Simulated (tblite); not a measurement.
# Geometry relaxation, with input and output: CH8O2PSi3

System: CH8O2PSi3, multiplicity 2.
Method: GFN2-xTB geometry optimisation, gas phase (tblite 0.8.0).

It belongs to a series of runs on one base structure; here: H removed from Si.

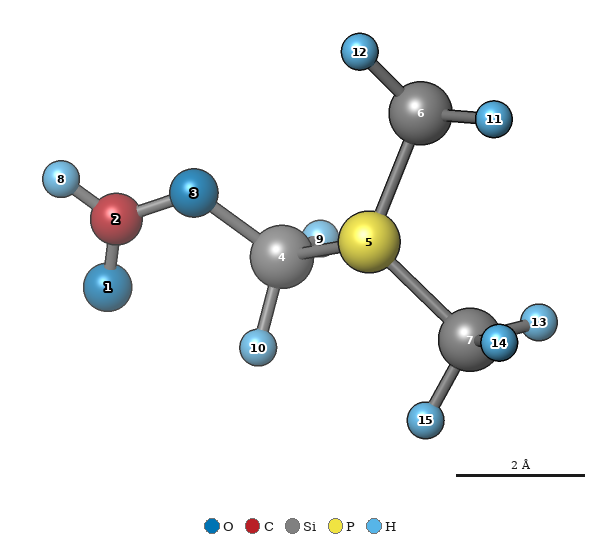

The input geometry (ball-and-stick view, seen at a tilt; atoms are numbered from 1 in the order of the input). Bond lengths as drawn: C–H 1.09 Å, C–O 1.26 to 1.37 Å, H–Si 1.46 to 1.48 Å, O–Si 1.74 Å and P–Si 2.17 to 2.21 Å.

**Input file**
```
{"job": {"kind": "relax", "xc": "GFN2-xTB", "basis": "xTB"}, "charge": 0, "multiplicity": 2}
O      3.792300    -1.057900    -0.230600
C      3.502900     0.136500    -0.522300
O      2.249700     0.646000    -0.315700
Si     1.020000    -0.399600     0.328800
P     -0.893500     0.217400    -0.494000
Si    -1.519200     2.242400     0.069000
Si    -2.510500    -1.261900    -0.192500
H      4.278900     0.788200    -0.916500
H      1.056500    -0.424100     1.806300
H      1.231300    -1.798200    -0.093000
H     -2.950400     2.363600    -0.254400
H     -0.776400     3.305600    -0.601600
H     -3.063000    -1.214800     1.163700
H     -3.517900    -0.981300    -1.236800
H     -1.905200    -2.553900    -0.543700
```

The first line tells a small driver script what to run in tblite; the rest is the geometry in Å.

Hardware: 1 CPU thread, shared host.

Launched with:
```bash
OMP_NUM_THREADS=1 python <driver script> task.json out
```

**Log**
```
step      E/eV     max force
  0    -600.01616    4.617
  1    -600.16685    5.223
  2    -600.32613    0.932
  3    -600.36459    0.742
  4    -600.44954    0.758
  5    -600.47901    0.780
  6    -600.53210    0.422
  7    -600.54311    0.278
  8    -600.55799    0.312
  9    -600.56528    0.264
 10    -600.57309    0.238
 11    -600.57867    0.227
 12    -600.58668    0.256
 13    -600.59624    0.243
 14    -600.60633    0.275
 15    -600.61426    0.226
 16    -600.62052    0.183
 17    -600.62549    0.200
 18    -600.63009    0.181
 19    -600.63524    0.216
 20    -600.64068    0.231
 21    -600.64545    0.184
 22    -600.64910    0.131
 23    -600.65177    0.139
 24    -600.65363    0.121
 25    -600.65503    0.084
 26    -600.65611    0.087
 27    -600.65713    0.107
 28    -600.65850    0.163
 29    -600.66068    0.190
 30    -600.66367    0.165
 31    -600.66624    0.118
 32    -600.66746    0.075
 33    -600.66808    0.075
 34    -600.66869    0.070
 35    -600.66960    0.090
 36    -600.67102    0.101
 37    -600.67269    0.127
 38    -600.67404    0.121
 39    -600.67493    0.088
 40    -600.67566    0.079
 41    -600.67656    0.083
 42    -600.67799    0.126
 43    -600.68004    0.158
 44    -600.68226    0.144
 45    -600.68389    0.100
 46    -600.68482    0.107
 47    -600.68559    0.100
 48    -600.68628    0.117
 49    -600.68819    0.119
 50    -600.69031    0.144
 51    -600.69378    0.167
 52    -600.69667    0.105
 53    -600.69753    0.274
 54    -600.69867    0.095
 55    -600.69937    0.076
 56    -600.70135    0.128
 57    -600.70280    0.161
 58    -600.70477    0.122
 59    -600.70617    0.069
 60    -600.70693    0.052
 61    -600.70722    0.039
 62    -600.70745    0.047
 63    -600.70767    0.037
 64    -600.70794    0.073
 65    -600.70832    0.057
 66    -600.70893    0.066
 67    -600.70930    0.046
 68    -600.70949    0.033
 69    -600.70968    0.042
 70    -600.70996    0.044
 71    -600.71038    0.061
 72    -600.71091    0.085
 73    -600.71147    0.120
 74    -600.71200    0.123
 75    -600.71241    0.091
 76    -600.71264    0.051
 77    -600.71277    0.036
 78    -600.71292    0.041
 79    -600.71316    0.051
 80    -600.71345    0.051
 81    -600.71369    0.035
 82    -600.71381    0.026
 83    -600.71389    0.023
 84    -600.71404    0.035
 85    -600.71433    0.049
 86    -600.71483    0.058
 87    -600.71537    0.053
 88    -600.71569    0.038
 89    -600.71585    0.038
 90    -600.71599    0.035
 91    -600.71628    0.046
 92    -600.71688    0.060
 93    -600.71781    0.070
 94    -600.71856    0.053
 95    -600.71896    0.034
 96    -600.71914    0.029
 97    -600.71932    0.036
 98    -600.71968    0.043
 99    -600.72035    0.095
100    -600.72099    0.101
101    -600.72146    0.149
102    -600.72182    0.083
103    -600.72205    0.035
104    -600.72218    0.020
105    -600.72225    0.022
106    -600.72232    0.018
107    -600.72243    0.059
108    -600.72257    0.040
109    -600.72271    0.042
110    -600.72276    0.019
111    -600.72279    0.011
112    -600.72283    0.011
113    -600.72287    0.011
114    -600.72290    0.012
115    -600.72293    0.013
116    -600.72298    0.016
117    -600.72302    0.015
118    -600.72305    0.012
119    -600.72307    0.008
```

**Trajectory as extended XYZ (Å, eV, eV/Å), 7 of the 120 frames kept, from step=0 to step=119**
```
15
Properties=species:S:1:pos:R:3:forces:R:3 step=0 energy=-600.01616
O     3.7923   -1.0579   -0.2306   -1.0420   4.3000  -1.0440
C     3.5029    0.1365   -0.5223   -1.2090  -4.0680   1.8190
O     2.2497    0.6460   -0.3157    1.5100  -1.3810  -0.0670
Si    1.0200   -0.3996    0.3288    1.0560  -0.3690   0.1520
P    -0.8935    0.2174   -0.4940   -0.1650   0.4080  -0.9150
Si   -1.5192    2.2424    0.0690   -0.2430   0.2030   0.4700
Si   -2.5105   -1.2619   -0.1925    0.0100  -0.2900  -0.1940
H     4.2789    0.7882   -0.9165   -0.4200   0.4440  -0.0980
H     1.0565   -0.4241    1.8063    0.2310   0.2980  -0.2300
H     1.2313   -1.7982   -0.0930   -0.0380   0.3970  -0.0980
H    -2.9504    2.3636   -0.2544    0.1060  -0.0470  -0.0640
H    -0.7764    3.3056   -0.6016    0.0910  -0.0760  -0.1380
H    -3.0630   -1.2148    1.1637    0.0010  -0.0250  -0.0770
H    -3.5179   -0.9813   -1.2368    0.1520   0.1050   0.2910
H    -1.9052   -2.5539   -0.5437   -0.0420   0.1040   0.1930
15
Properties=species:S:1:pos:R:3:forces:R:3 step=20 energy=-600.64068
O     3.7869   -0.9763   -0.1403    0.0620  -0.0050   0.0030
C     3.3581    0.0907   -0.4538   -0.0160   0.0800   0.0710
O     2.1152    0.4753   -0.3358   -0.0020   0.0360  -0.0540
Si    0.9482   -0.5194    0.2964   -0.1910  -0.0060  -0.0070
P    -0.8019    0.2548   -0.8006    0.0540  -0.0860  -0.1310
Si   -1.4778    2.1509    0.0970    0.0650   0.0660   0.2120
Si   -2.3689   -1.2091   -0.2474   -0.0020  -0.0040   0.0170
H     3.9656    0.9054   -0.8817    0.1120  -0.0260  -0.0540
H     1.0418   -0.3273    1.7422   -0.0410  -0.0340   0.0030
H     1.1357   -1.9051   -0.1020    0.0410  -0.0130   0.0180
H    -2.8933    2.3348   -0.2218   -0.1070  -0.0150  -0.0510
H    -0.7320    3.2506   -0.5093    0.0800   0.0730  -0.0420
H    -2.8111   -1.0799    1.1419    0.0080   0.0230   0.0050
H    -3.4637   -0.8969   -1.1645   -0.0180  -0.0790   0.0420
H    -1.8074   -2.5405   -0.4535   -0.0450  -0.0100  -0.0310
15
Properties=species:S:1:pos:R:3:forces:R:3 step=40 energy=-600.67566
O     3.8177   -0.8784    0.0364   -0.0420   0.0040   0.0240
C     3.3522    0.1256   -0.4070   -0.0070   0.0330   0.0120
O     2.0871    0.4603   -0.3903   -0.0110   0.0190  -0.0440
Si    0.8823   -0.5263    0.1940    0.0310  -0.0020  -0.0280
P    -0.8416    0.2293   -0.9596    0.0020   0.0170   0.0400
Si   -1.4009    2.1009    0.0989   -0.0020  -0.0240   0.0320
Si   -2.3719   -1.2200   -0.2441    0.0630   0.0390  -0.0260
H     3.9535    0.9099   -0.9027   -0.0040  -0.0040   0.0140
H     0.8578   -0.3234    1.6418    0.0050  -0.0050   0.0000
H     1.1619   -1.9122   -0.1464   -0.0070  -0.0330  -0.0160
H    -2.8148    2.3612   -0.1944   -0.0430   0.0080  -0.0180
H    -0.6278    3.2367   -0.4093    0.0580  -0.0090  -0.0300
H    -2.6720   -1.0048    1.1721   -0.0160  -0.0300   0.0000
H    -3.5584   -0.9924   -1.0654    0.0020  -0.0010   0.0250
H    -1.8295   -2.5585   -0.4574   -0.0300  -0.0110   0.0160
15
Properties=species:S:1:pos:R:3:forces:R:3 step=60 energy=-600.70693
O     3.6234   -0.6324    0.4323    0.0290   0.0070   0.0020
C     3.2617    0.2300   -0.3095    0.0060   0.0120  -0.0020
O     2.0183    0.4552   -0.6389   -0.0160  -0.0080   0.0240
Si    0.8660   -0.5625    0.0126   -0.0140  -0.0160  -0.0030
P    -0.9252    0.1855   -1.0265    0.0200   0.0100   0.0150
Si   -1.3278    2.0599    0.0933   -0.0080   0.0110  -0.0160
Si   -2.3882   -1.2567   -0.1817    0.0170  -0.0190  -0.0340
H     3.9470    0.9394   -0.8041   -0.0050   0.0030  -0.0020
H     0.8920   -0.3828    1.4642    0.0000  -0.0340  -0.0400
H     1.1755   -1.9294   -0.3873   -0.0020   0.0090   0.0160
H    -2.6799    2.5076   -0.2645   -0.0100   0.0070  -0.0120
H    -0.3740    3.0860   -0.3409    0.0160   0.0140  -0.0010
H    -2.5499   -1.0673    1.2583   -0.0220  -0.0050   0.0330
H    -3.6436   -1.0199   -0.8865   -0.0280   0.0260   0.0170
H    -1.8998   -2.6046   -0.4541    0.0170  -0.0170   0.0030
15
Properties=species:S:1:pos:R:3:forces:R:3 step=79 energy=-600.71316
O     3.6647   -0.5618    0.4665   -0.0050  -0.0470   0.0180
C     3.2568    0.2642   -0.2911    0.0180   0.0360   0.0030
O     2.0051    0.4264   -0.6268   -0.0230   0.0090   0.0130
Si    0.8618   -0.6099    0.0024   -0.0140  -0.0090  -0.0070
P    -0.9312    0.1829   -0.9986   -0.0030  -0.0040   0.0010
Si   -1.3269    2.0909    0.0694    0.0020   0.0050  -0.0190
Si   -2.3972   -1.2586   -0.1569   -0.0120   0.0060  -0.0270
H     3.9050    0.9991   -0.7975    0.0110   0.0270  -0.0230
H     0.8939   -0.5073    1.4584    0.0050   0.0020   0.0110
H     1.1704   -1.9631   -0.4436   -0.0020   0.0100  -0.0050
H    -2.6539    2.5574   -0.3587    0.0220  -0.0080   0.0010
H    -0.3338    3.0890   -0.3495   -0.0070  -0.0210   0.0060
H    -2.5471   -1.1179    1.2915    0.0030   0.0090   0.0110
H    -3.6670   -0.9868   -0.8273    0.0210  -0.0010   0.0200
H    -1.9050   -2.5965   -0.4714   -0.0150  -0.0130  -0.0030
15
Properties=species:S:1:pos:R:3:forces:R:3 step=99 energy=-600.72035
O     3.6631   -0.4974    0.4531   -0.0360   0.0530  -0.0700
C     3.2087    0.3647   -0.2368    0.0100  -0.0230   0.0270
O     1.9441    0.4987   -0.5395    0.0330  -0.0270   0.0060
Si    0.8595   -0.6583   -0.0204    0.0080   0.0180   0.0140
P    -0.9478    0.1059   -1.0131   -0.0190   0.0240   0.0030
Si   -1.2849    2.0597   -0.0074    0.0010  -0.0440  -0.0050
Si   -2.4331   -1.2750   -0.1065   -0.0080   0.0270   0.0280
H     3.8170    1.1596   -0.7055   -0.0160  -0.0160   0.0340
H     0.8837   -0.6859    1.4406   -0.0140   0.0070  -0.0250
H     1.2445   -1.9422   -0.5902    0.0140  -0.0190   0.0090
H    -2.5292    2.6184   -0.5534    0.0120  -0.0030  -0.0050
H    -0.1760    2.9557   -0.3504    0.0050   0.0260  -0.0030
H    -2.4531   -1.1667    1.3539   -0.0060  -0.0070  -0.0130
H    -3.7297   -0.8963   -0.6605   -0.0020   0.0060   0.0080
H    -2.0709   -2.6329   -0.4973    0.0170  -0.0200  -0.0070
15
Properties=species:S:1:pos:R:3:forces:R:3 step=119 energy=-600.72307
O     3.6709   -0.5151    0.3825   -0.0050  -0.0010  -0.0010
C     3.1898    0.3939   -0.2223    0.0020  -0.0030   0.0000
O     1.9211    0.5196   -0.5079    0.0070  -0.0020   0.0000
Si    0.8596   -0.6769   -0.0334    0.0010  -0.0010  -0.0010
P    -0.9522    0.0758   -1.0267    0.0040   0.0050  -0.0040
Si   -1.2614    2.0420   -0.0402   -0.0050   0.0030  -0.0010
Si   -2.4433   -1.2750   -0.0847   -0.0070  -0.0010   0.0040
H     3.7737    1.2447   -0.6151   -0.0020   0.0020   0.0020
H     0.8650   -0.7176    1.4266   -0.0010  -0.0030   0.0020
H     1.2773   -1.9484   -0.6085    0.0020   0.0020   0.0010
H    -2.4791    2.6179   -0.6260   -0.0040   0.0040   0.0020
H    -0.1346    2.9271   -0.3563    0.0020  -0.0010  -0.0040
H    -2.4243   -1.1908    1.3769    0.0060   0.0010  -0.0040
H    -3.7453   -0.8535   -0.5932   -0.0030  -0.0020   0.0030
H    -2.1217   -2.6357   -0.5049    0.0040  -0.0030  -0.0010
```

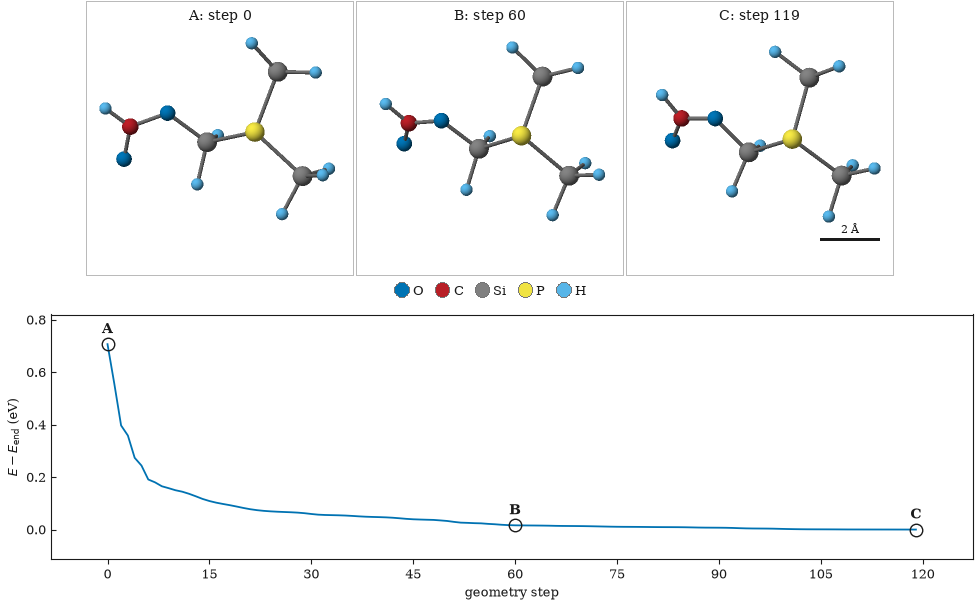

Frames of the relaxation (ball-and-stick view, seen at a tilt) above the curves, on which the letters mark them (steps are counted from 0).

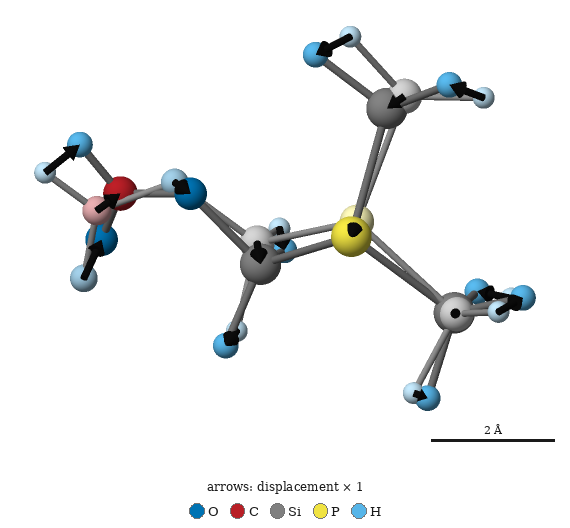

Start (faint) and end (solid) with the displacements as black arrows, at true length (ball-and-stick view, seen at a tilt). The two geometries are laid on each other by the best rigid fit. O1 moves most after the best rigid fit: 0.83 Å. Largest moves by element: O 0.83 Å, H 0.78 Å, P 0.56 Å, C 0.50 Å, Si 0.48 Å. Distances before and after: O1–C2 1.263 → 1.193 Å, O3–Si4 1.738 → 1.668 Å, C2–O3 1.368 → 1.307 Å, P5–Si6 2.193 → 2.221 Å. Among the angles that change: Si4–P5–Si7 113.7° → 98.8°, Si4–P5–Si6 114.6° → 102.5°, O3–Si4–P5 108.2° → 98.6°. The energy falls by 0.707 eV in 119 geometry steps. Largest force component: 4.3 eV/Å at the start, 0.007 eV/Å at the end. (Atoms are counted from 1 in the order of the input.)

**Summary**

- outcome: converged
- total energy: −600.7231 eV
- wall time: 0.9 s
- peak memory: 0.18 GiB
